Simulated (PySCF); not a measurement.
**C$_{5}$H$_{7}$BCl$_{2}$O$_{2}$ (SMILES C=C=C(CB(O)O)C(Cl)Cl): density, localisation and related maps**

```yaml
atoms:
  - { symbol: C, position_ang: [-2.2099, -1.8705, 0.3821] }
  - { symbol: C, position_ang: [-1.4426, -0.8558, 0.1538] }
  - { symbol: C, position_ang: [-0.6568, 0.1599, -0.0703] }
  - { symbol: C, position_ang: [0.4155, 0.1635, -1.1290] }
  - { symbol: B, position_ang: [1.8972, 0.0459, -0.5032] }
  - { symbol: O, position_ang: [2.1485, -0.5429, 0.6928] }
  - { symbol: O, position_ang: [2.9240, 0.5531, -1.2067] }
  - { symbol: C, position_ang: [-0.7547, 1.4220, 0.7299] }
  - { symbol: Cl, position_ang: [-1.2814, 1.1217, 2.4011] }
  - { symbol: Cl, position_ang: [-1.9125, 2.5542, -0.0440] }
  - { symbol: H, position_ang: [-1.9315, -2.6513, 1.0729] }
  - { symbol: H, position_ang: [-3.1657, -1.9799, -0.1057] }
  - { symbol: H, position_ang: [0.3331, 1.0748, -1.7217] }
  - { symbol: H, position_ang: [0.2458, -0.6734, -1.8076] }
  - { symbol: H, position_ang: [1.3965, -0.8913, 1.1709] }
  - { symbol: H, position_ang: [3.7839, 0.4390, -0.7992] }
  - { symbol: H, position_ang: [0.2037, 1.9430, 0.7738] }
```

Geometry: GFN2-xTB.

Level of theory: PBE0/pcSseg-1, SCF density, gas phase, non-relativistic (PySCF).

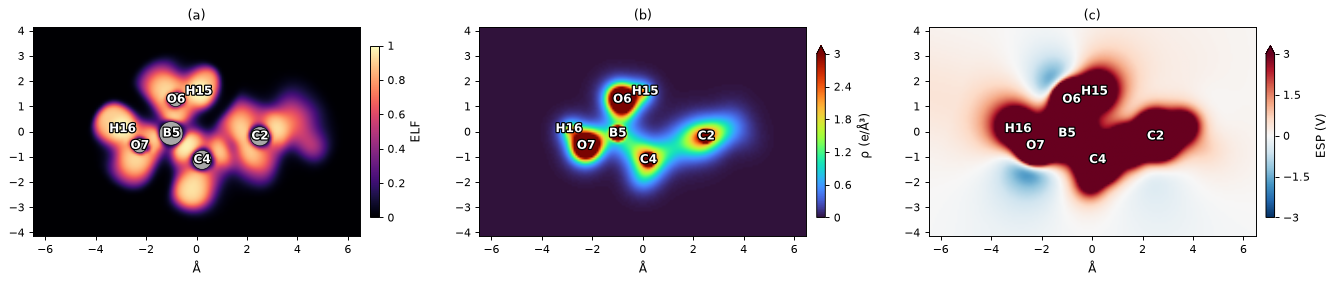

Figure 1. (a) electron localisation function; (b) total electron density; (c) electrostatic potential on the plane of atoms B5, O6 and H15. Grey discs cover the atomic cores in the ELF map.

Interpret the plot.

Atoms in the plane: C, B, O and H. B–O (1.34 Å): ρ at the midpoint is about 2.2 e/Å³; the ELF peaks at about 0.90 between the atoms; a short, strongly polar bond. C–B (1.61 Å): ρ at the midpoint is about 1.3 e/Å³; the ELF peaks at about 1 between the atoms (a covalent bond). O–H (0.96 Å): ρ is about 3.8 e/Å³ halfway; the ELF climbs to about 1 towards the hydrogen, as it does in any bond to H (an ordinary covalent bond to hydrogen). The ELF also peaks beside O7 and O6, away from the bonds: lone-pair regions. Outside the dense part of the molecule the potential is most negative (−1.7 V) near O7.

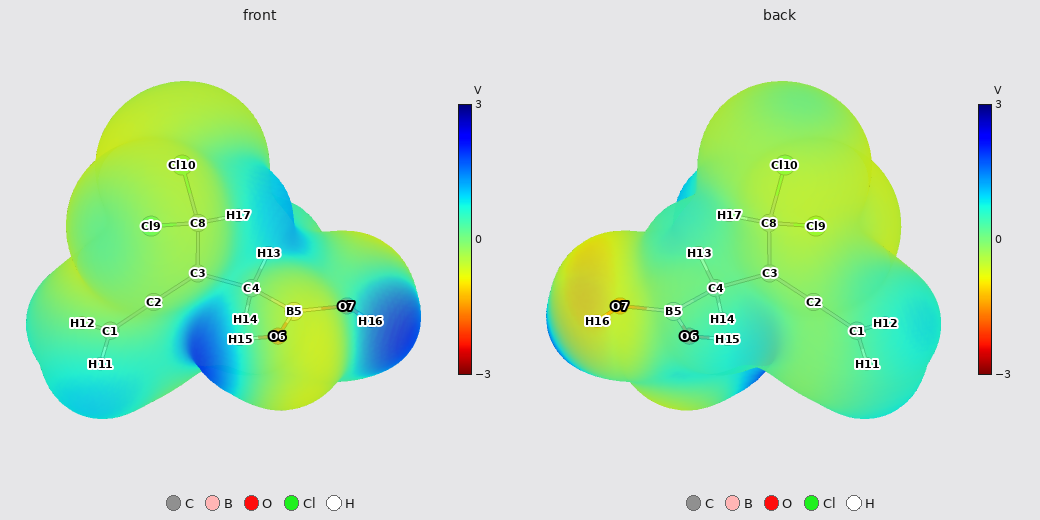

Figure 2. The electrostatic potential painted on the density surface at 0.001 e/bohr³, seen from the front and from behind; red is negative and blue positive.

Which sites attract a positive test charge, and which a negative one?

A positive charge is drawn to the negative regions and a negative charge to the positive ones. The most negative region (about −1.0 V, or −23 kcal/mol for a unit charge) lies over O7, the most positive (about +2.0 V, or +46 kcal/mol for a unit charge) over H15 and H16. Cl9 shows a σ-hole: about +0.2 V at the tip opposite its bond, against about −0.4 V, or −9 kcal/mol for a unit charge on its flanks. O7 is the likeliest acceptor of a hydrogen bond.

What dipole moment does the calculation give?

Its dipole moment is 2.39 D.
